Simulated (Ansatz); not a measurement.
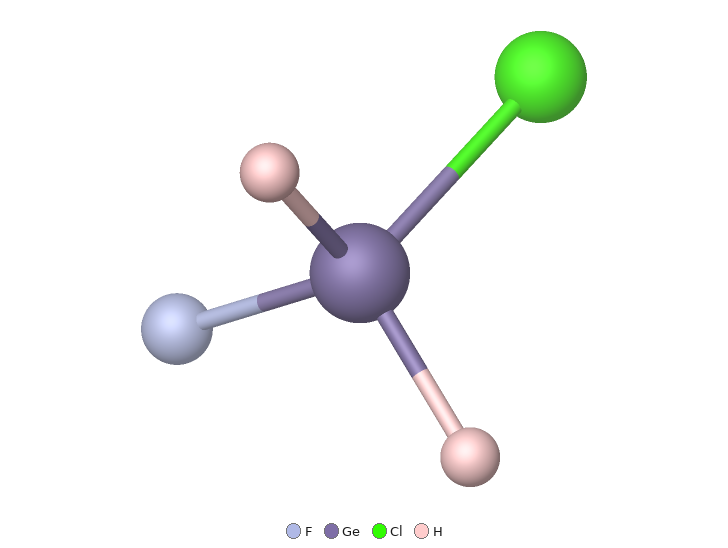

Rendered structure (ball-and-stick style). Every bond is drawn as one stick, whatever its order.

Computed geometry: PBE0-D4/def2-TZVP optimisation.

What does the picture show?

The molecule is ClFGeH2. SMILES: `[F][GeH2][Cl]`. This geometry has Cs symmetry. Coordination: 1 Ge tetrahedral.

The parts below concern this one geometry. Atoms keep their numbers from picture to picture.

**Vibrations**

Harmonic vibrations computed with RKS PBE0-D4/def2-TZVP (Ansatz 0.2.0) at a stationary point of the same level.

Question: How many vibrational modes are there, and where do they lie?

Answer: 9 modes: 194, 443, 551, 644, 713, 798, 854, 2200, 2215 cm⁻¹.

**Dipole moment**

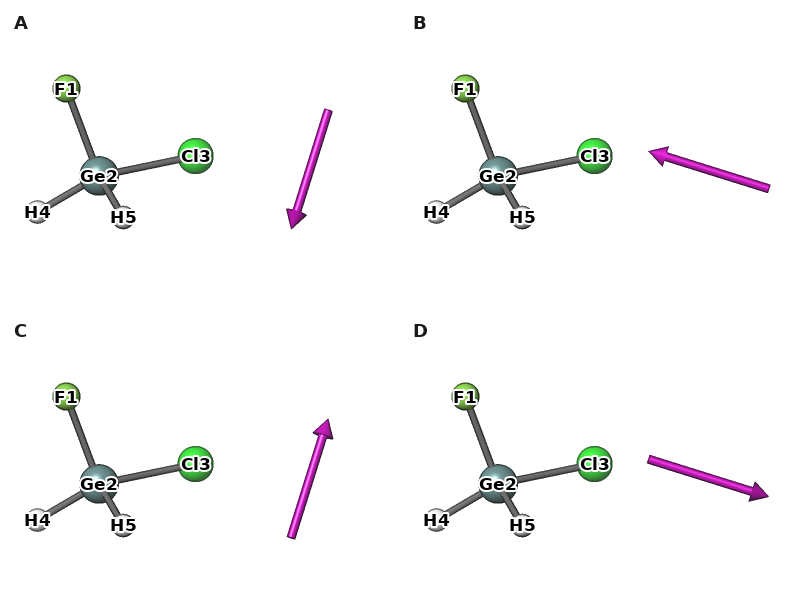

The same molecule four times, each with an arrow. Properties computed with RKS PBE-D4/def2-TZVPP (Ansatz 0.2.0).

Question: Which arrow points along the dipole moment, from the negative to the positive end?

Answer: A. The dipole moment is 2.11 D; it points from the side of F1 to the side of H4, H5 (the outermost atoms at the two ends).

**Charges**

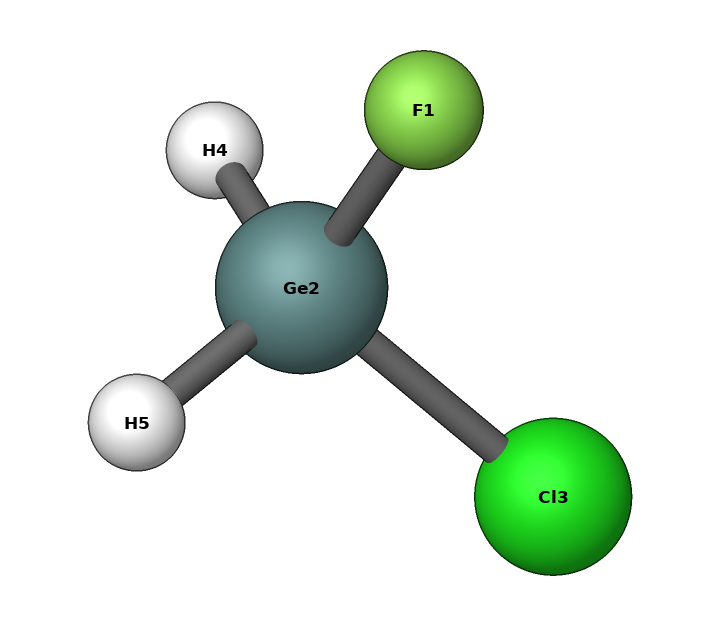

The questions are on Mulliken charges. Level of theory: RKS B3LYP-D4/def2-TZVPP (Ansatz 0.2.0).

Give the Mulliken charges atom by atom.

```json
{"atom": "F1", "value (e)": "−0.37"}
{"atom": "Ge2", "value (e)": "0.63"}
{"atom": "Cl3", "value (e)": "−0.28"}
{"atom": "H4", "value (e)": "0.01"}
{"atom": "H5", "value (e)": "0.01"}
```

**Thermal motion**

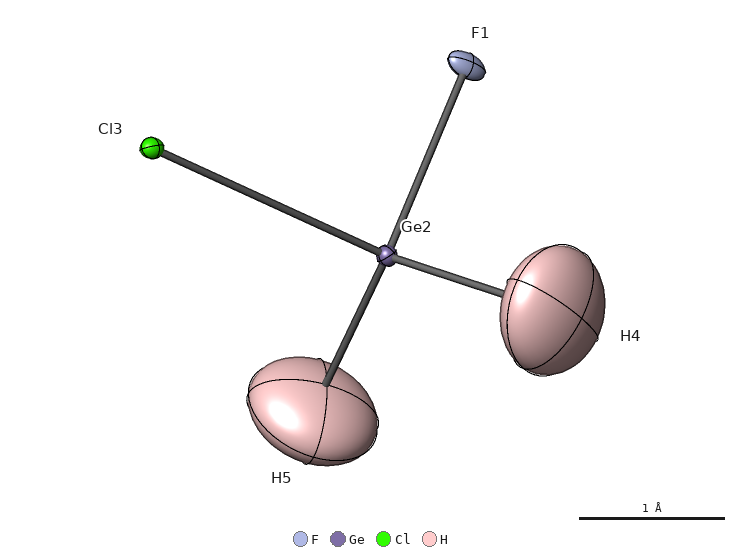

Displacement ellipsoids at the 50 % level, enlarged 2 times, from the internal vibrations of the free molecule (harmonic, no overall translation or rotation; no half-axis is drawn under 0.075 Å). Vibrations computed with RKS PBE0-D4/def2-TZVP (Ansatz 0.2.0). Temperature: 0 K (zero-point motion alone).

Question: Which atom has the largest mean-square displacement?

Answer: H4, H5, with U_eq = 0.0177 Å².

Question: Does H4 move more along its bond or across it?

Answer: Across it: the root-mean-square amplitude is 0.087 Å along the bond and up to 0.154 Å across, since bending and torsion are softer than stretching.

List U_eq and the three principal root-mean-square amplitudes for each kind of atom.

| atom | U_eq (Å²) | rms amplitudes (Å) |
| --- | --- | --- |
| F1 | 0.0012 | 0.010, 0.031, 0.052 |
| Ge2 | 0.00016 | 0.006, 0.012, 0.018 |
| Cl3 | 0.00045 | 0.005, 0.020, 0.030 |
| H4, H5 | 0.0177 | 0.087, 0.148, 0.154 |

Mulliken values depend strongly on the basis set and can even reverse the polarity of a bond.
